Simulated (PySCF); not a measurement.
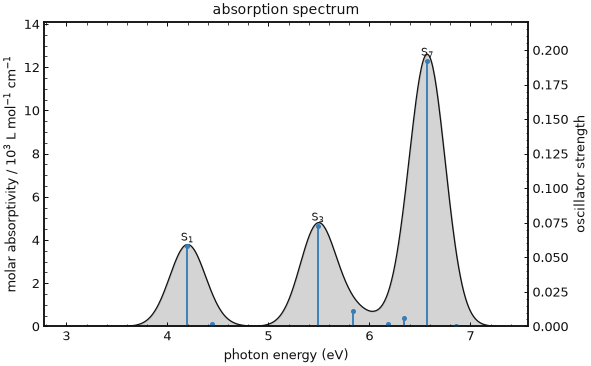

Computed absorption of C₄H₆AlClO₂, SMILES ClCC1=C[O][AlH2-][O+]=C1, singlet. Vertical TDDFT excitations, CAM-B3LYP/def2-SVPD with PySCF, at a GFN2-xTB geometry (no frequency check), gas phase. The lowest 8 singlet states are shown; each is broadened by a Gaussian of 1/e half-width 0.25 eV. Sticks give oscillator strengths (right axis).

> Which of the computed transitions is the brightest, and what character does the calculation give it?

S7 at 6.57 eV (189 nm), f = 0.192, mainly HOMO → LUMO+1 (65 %).

> Does any vertical transition fall in the visible?

No singlet lies below 3.1 eV (beyond 400 nm), so at this level no vertical transition falls in the visible.

> List the transitions behind the spectrum.

```tsv
state	E (eV)	λ (nm)	f	main character
S1	4.20	295	0.058	HOMO → LUMO (99 %)
S2	4.44	279	0.001	HOMO−2 → LUMO (58 %)
S3	5.49	226	0.072	HOMO−1 → LUMO (98 %)
S4	5.84	212	0.011	HOMO−4 → LUMO (46 %)
S5	6.19	200	0.002	HOMO−3 → LUMO (57 %)
S6	6.34	196	0.006	HOMO−4 → LUMO (46 %)
S7	6.57	189	0.192	HOMO → LUMO+1 (65 %)
S8	6.85	181	0.000	HOMO → LUMO+4 (47 %)
```

Note: the tight-binding geometry is rougher than a DFT one and adds to the error; one conformer of a flexible molecule; core orbitals are frozen in the response.
